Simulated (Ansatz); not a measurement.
The figure comes from a scan of MoS$_{2}$ (2H-MoS2 type, space group P6_3/mmc): one S atom of a 6-atom cell moves by s along Cartesian z, with its periodic images. These are PBE-D3(BJ) (plane waves to 420 eV, PAW, scalar-relativistic; Ansatz, an electronic-structure program) values and carry that method's errors. k mesh 10×10×3 (Γ-centred), Fermi-Dirac smearing 0.05 eV. Energies are smeared free energies. As the smearing reaches across the gap at some points, energies and forces of such displacements shift with the k mesh and the smearing. MoS2 is run without spin polarisation. MoS2 was relaxed with its symmetry unable to fall. The PAW data are Ansatz's earlier set. ΔE is measured from the undisplaced structure.

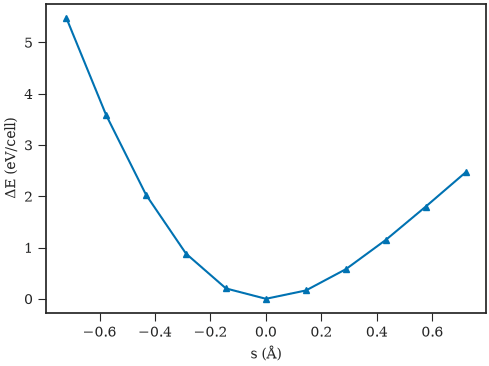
Figure: ΔE (eV/cell) against s (Å); markers are the computed points, lines only join them.

Task: Read the plotted values off the figure, to the accuracy that the plot allows.

Result: To the nearest 0.1:

```csv
s (Å),ΔE (eV/cell)
-0.720,5.5
-0.576,3.6
-0.432,2.0
-0.288,0.9
-0.144,0.2
0.000,0.0
0.144,0.2
0.288,0.6
0.432,1.1
0.576,1.8
0.720,2.5
```

(For displaced atoms, the force is minus the slope of the energy, and its curvature is a force constant, which sets phonon frequencies.)
